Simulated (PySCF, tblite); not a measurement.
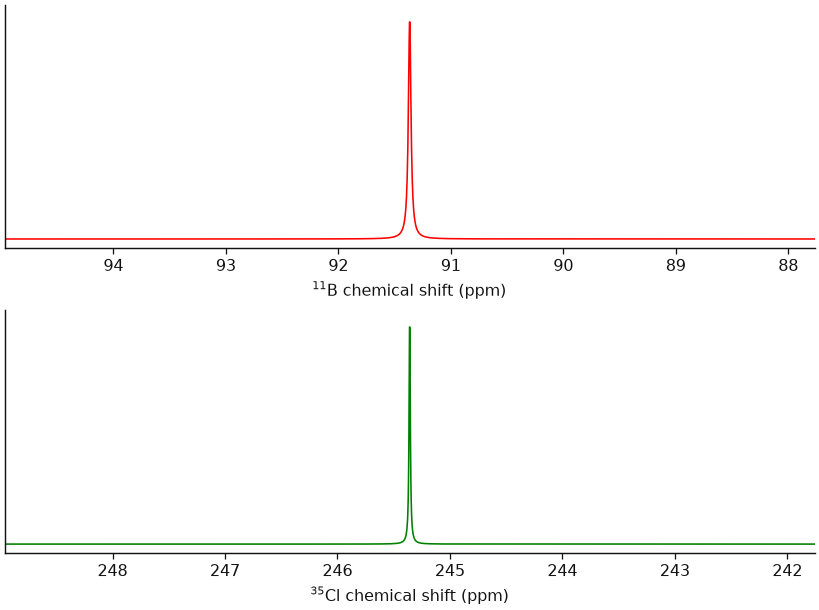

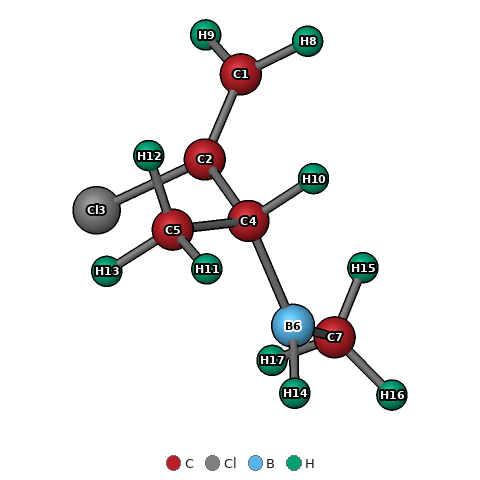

Spectrum and numbered structure of C₅H₁₀BCl, SMILES C=C(Cl)[C@@H](C)BC. GIAO shifts, PBE0/pcSseg-1, PySCF 2.14.0, at a GFN2-xTB geometry (a minimum by its frequencies), against BF₃.OEt₂ for ¹¹B and HCl for ³⁵Cl computed at the same level (Cl: the usual scale starts at aqueous chloride instead). Gas phase, fully decoupled, line heights follow the number of nuclei, widths are arbitrary (no quadrupolar broadening); values of one conformer, averaged over methyl-type rotors and exact or near symmetry; other conformers aren't averaged in.

Where does the ¹¹B line lie?

At 91.4 ppm (B6).

Where does the ³⁵Cl line lie?

At 245.4 ppm (Cl3).

Caveats: the tight-binding geometry is rougher than a DFT one and adds to the error.
